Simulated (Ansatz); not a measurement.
Method: PBE (plane waves to 420 eV, PAW; Ansatz, a first-principles code).

Host crystal: wurtzite AlN, with a band gap (PBE, scalar-relativistic without spin-orbit coupling).

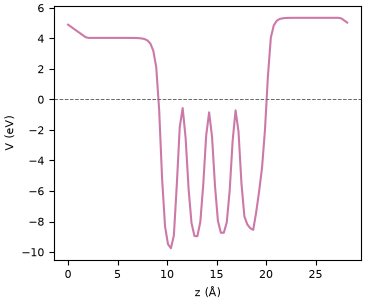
Figure. Planar average of the electrostatic potential across the slab, in eV from the highest filled level, for N on the 1x1 (10-10) surface of wurtzite AlN (cut with top plane Al + N), one in a 1x1 cell, started at the site 'hollow Al'

Model: 17-atom slab, 8.9 Å thick at the start under the adsorbate (thin: gaps and levels are the slab's own), 6x4x1 mesh, Fermi-Dirac 0.01 eV, dipole correction, 8 atoms held, the rest relaxed; no symmetry held; spin-polarised, ending with about 1.0 μB a cell; orders that need a larger cell were not tried, no spin-orbit, no U, no dispersion correction. At the end it is bonded to Al + N. In PBE it is, or lies within 0.03 eV of, the lowest of the starts that converged.

Q: The surface cell has an area of 15.71 Å². What dipole along the normal does the step between the two vacuum levels imply?

A: the top vacuum level lies 1.32 eV above the bottom one; p = −ε₀ A ΔV (ε₀ = 0.005526 e/(V·Å)) gives -0.11 e·Å a cell.
